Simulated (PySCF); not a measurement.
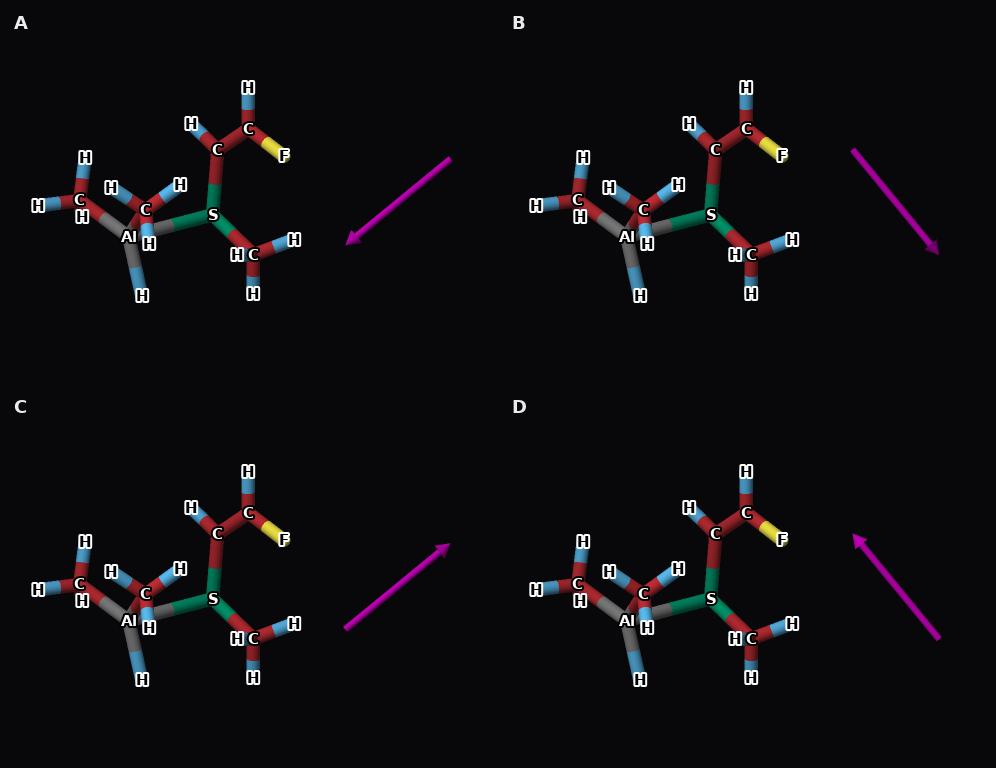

The same molecule four times, each with an arrow. The geometry was computed by an optimisation with GFN2-xTB. No frequency run is at hand to confirm it as a minimum. Properties computed with PBE0/pcSseg-1, gas phase (PySCF 2.14.0).

Which arrow points along the dipole moment, from the negative to the positive end?

Answer. C. The dipole moment is 2.84 D.

The geometry is semi-empirical. Around Al such bond lengths and angles can be off by a tenth of an ångström or more and by several degrees, and values that hang on the shape move with them.
